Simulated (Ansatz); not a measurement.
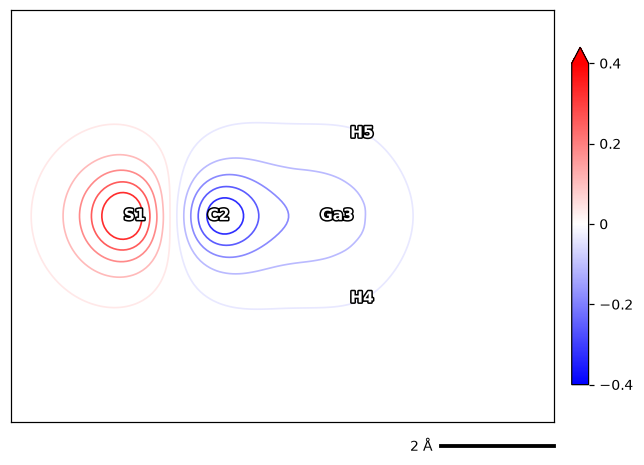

CH$_{2}$GaS (charge +1). The LUMO on a plane 0.8 Å above the molecular plane (values in Å⁻³ᐟ²; the overall sign is arbitrary).

Geometry: PBE0-D4/def2-TZVP.

Computed with Ansatz 0.2.0, RKS PBE0-D4/def2-TZVPP.

```
atom    x (Å)    y (Å)    z (Å)
   S   1.7571  -1.3780   1.4009
   C   0.7635  -0.5989   0.6087
  Ga  -0.6385   0.5008  -0.5091
   H  -1.8091  -0.4437  -0.8243
   H  -0.0730   1.9199  -0.6763
```

**What is the character of this orbital?**

Its weight (Hirshfeld) is mainly on S1 (about 40 %), C2 (about 40 %) and Ga3 (about 20 %); it changes sign across the molecular plane (π type); π-bonding across C2–Ga3; π-antibonding (a node) across S1–C2. Its energy is −8.91 eV.
